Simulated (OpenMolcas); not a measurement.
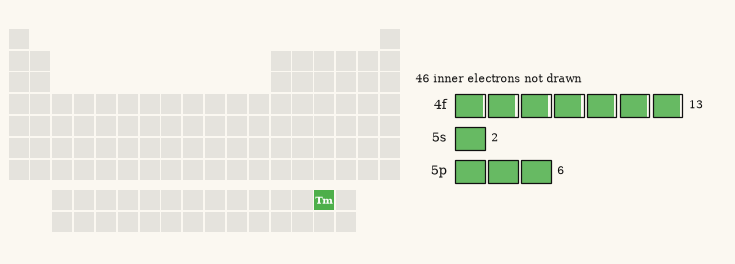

**Figure 1.** Left, the place of thulium in the periodic table; right, the outer shells of the leading configuration of the lowest level: a box for each of the 2l + 1 orbitals, shaded by the share of the shell that is filled, with the electron count at the right.

# Run report: Tm²⁺ complex, multiconfigurational calculation

Tm²⁺ with 6 ligands (O; octahedron, 2.47 Å), embedded in SrO by model potentials and point charges, whose field is part of the energies. Computed at this level: state-averaged SS-CASPT2, IPEA shift 0.25, imaginary shift 0.1 hartree, closed shells 5s 5p of the metal and the valence shells of the ligands correlated, active space 13 electrons in the shell 4f, basis ANO-RCC-VDZP on the metal and ANO-RCC-VDZP on the ligands, DKH2 scalar Hamiltonian, spin-orbit coupling by RASSI with atomic mean-field integrals (OpenMolcas).

**Results in brief**

- outcome: converged
- energy of the lowest spin-free term: −14013.75933 hartree
- energy of the lowest spin-orbit level: −14013.77650 hartree
- CASPT2 correlation energy: −2.2698 hartree
- largest spread among components of a term: 10.6 cm⁻¹
- lowest reference weight: 0.661
- hardware: 1 thread of Intel Xeon @ 2.50GHz (Skylake/Cascade Lake), 16 GiB of memory available, shared host
- wall time: 55 s
- peak memory: 0.6 GiB

**Remarks**

Limits: the geometry is set by hand, with no relaxation.

**Input file**
```
&GATEWAY
Basis set
Tm.ANO-RCC-VDZP.
Tm1 0.0 0.0 0.0 Angstrom
End of basis
Basis set
O.ANO-RCC-VDZP.
L1 2.470000 0.000000 0.000000 Angstrom
L2 0.000000 2.470000 0.000000 Angstrom
L3 0.000000 0.000000 2.470000 Angstrom
End of basis
Basis set
Sr.EMB-AIMP.Pascual.16s10p.1s1p.ECP.SrO.
PseudoCharge
* 3 symmetry-unique lattice sites within 7.6 angstrom
End of basis
Basis set
Sr.EMB-AIMP.Pascual.0s.0s.ECP.SrO.
PseudoCharge
* 24 symmetry-unique lattice sites within 7.6 angstrom
End of basis
Basis set
O.EMB-AIMP.Pascual.0s.0s.ECP.SrO.
PseudoCharge
* 16 symmetry-unique lattice sites within 7.6 angstrom
End of basis
Symmetry
XYZ
AngMom=0.0 0.0 0.0
AMFI
RICD
XField
1052 Angstrom 0
* Evjen-weighted lattice charges
&SEWARD
&RASSCF
FileOrb=start.orb
Symmetry=2
Spin=2
nActEl=13 0 0
Inactive=30 27
Ras2=0 7
CIRoot=7 7 1
SDav=7
CIMx=300
Iter=150 100
PrWF=0.3
OrbListing=Nothing
MaxOrb=0
LevShft=1.0
>>> COPY $Project.JobIph JOB001
&RASSI
NrOfJobIphs=1 7
1 2 3 4 5 6 7
IphNames
JOB001
EJob
SpinOrbit
DIPRint=1.0
SOCoupling=1000.0
Subsets=2
Property=9
'ANGMOM' 1 'ANGMOM' 2 'ANGMOM' 3 'MLTPL  1' 1 'MLTPL  1' 2 'MLTPL  1' 3
'AMFI' 1 'AMFI' 2 'AMFI' 3
SOProperty=3
'ANGMOM' 1 'ANGMOM' 2 'ANGMOM' 3
>>> COPY JOB001 $Project.JobIph
&CASPT2
Multistate=7 1 2 3 4 5 6 7
NoMult
Frozen=17 12
IPEA=0.25
Imaginary=0.1
MaxIter=60
WThr=0.0 0.3 0.05
PrWF=0.5
NoMix
```

The file start.orb holds starting orbitals from an earlier step. A driver script formed the levels outside the program, from RASSI's spin-orbit matrix and the CASPT2 energies (for multi-state variants, the effective Hamiltonian), averaged over the components of each term or state. The log and the time are those of the CASPT2 step.

Command:
```bash
OMP_NUM_THREADS=1 MOLCAS_MEM=2457 MOLCAS_PROJECT=a pymolcas a.inp > a.log  # once for each step of the input, in one work folder
```

**Log (extracts)**
```
--- CASPT2 ---
Orbital specifications:
      -----------------------

      Symmetry species                           1   2
                                                ag  au
      Frozen orbitals                           17  12
      Inactive orbitals                         13  15
      Active orbitals                            0   7
      Secondary orbitals                        60  52
      Deleted orbitals                           0   0
      Number of basis functions                 90  86
Type of calculation                        SS-CASPT2
      Fock operator                              state-specific
      IPEA shift                                 0.25
      Real shift                                 0.00
      Imaginary shift                            0.10
      The input orbitals will be transformed to quasi-canonical
Reference energy:      -14011.4894854404
      E2 (Non-variational):      -2.2683468869
      Shift correction:          -0.0014719749
      E2 (Variational):          -2.2698188618
      Total energy:          -14013.7593043022
      Residual norm:              0.0000002900
      Reference weight:           0.66070
      Contributions to the CASPT2 correlation energy
      Active & Virtual Only:         -0.5683412493
      One Inactive Excited:          -0.3331885722
      Two Inactive Excited:          -1.3668170654
Reference energy:      -14011.4894854404
      E2 (Non-variational):      -2.2683790578
      Shift correction:          -0.0014721011
      E2 (Variational):          -2.2698511590
      Total energy:          -14013.7593365994
      Residual norm:              0.0000002967
      Reference weight:           0.66069
      Contributions to the CASPT2 correlation energy
      Active & Virtual Only:         -0.5683493961
      One Inactive Excited:          -0.3332125235
      Two Inactive Excited:          -1.3668171382
::    CASPT2 Root  1     Total energy: -14013.75930430
::    CASPT2 Root  2     Total energy: -14013.75933660
::    CASPT2 Root  3     Total energy: -14013.75935247
::    CASPT2 Root  4     Total energy: -14013.75715296
::    CASPT2 Root  5     Total energy: -14013.75719422
::    CASPT2 Root  6     Total energy: -14013.75719632
::    CASPT2 Root  7     Total energy: -14013.75534681
```

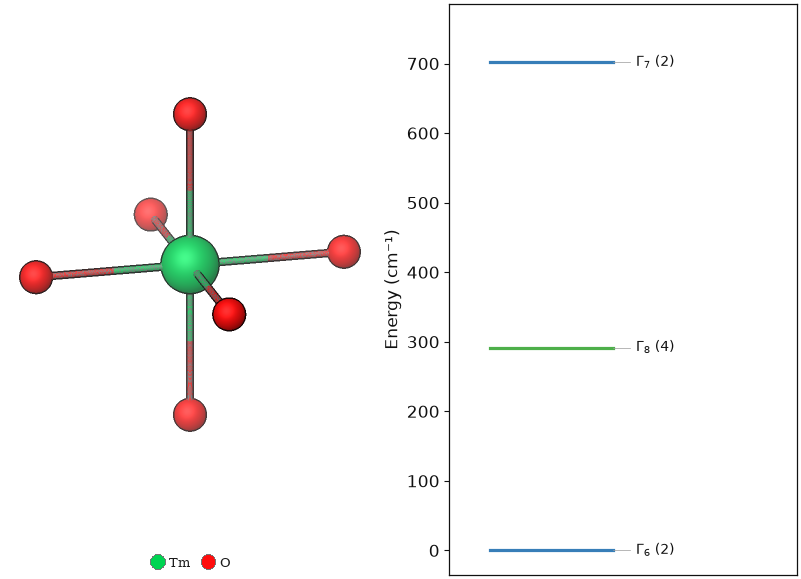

**Figure 2.** Tm²⁺ (4f¹³) as a dopant in SrO, a cluster with its 6 nearest O²⁻ at 2.470 Å (octahedron) embedded in model potentials and point charges; the geometry was set, not optimised, and its levels. Labels give the representation in O, Td, D4 or D3 as the site allows (double group for half-integer spin) where it could be assigned and, in brackets, the degeneracy; spin-free states, where drawn, share the zero of the spin-orbit levels. The ground level is Γ₆, a Kramers doublet, 100 % from states of spin multiplicity 2. Its principal g values are 2.66, 2.66 and 2.66, isotropic. The next level lies at 292 cm⁻¹ (Γ₈). The lowest J multiplet spreads over 702 cm⁻¹.
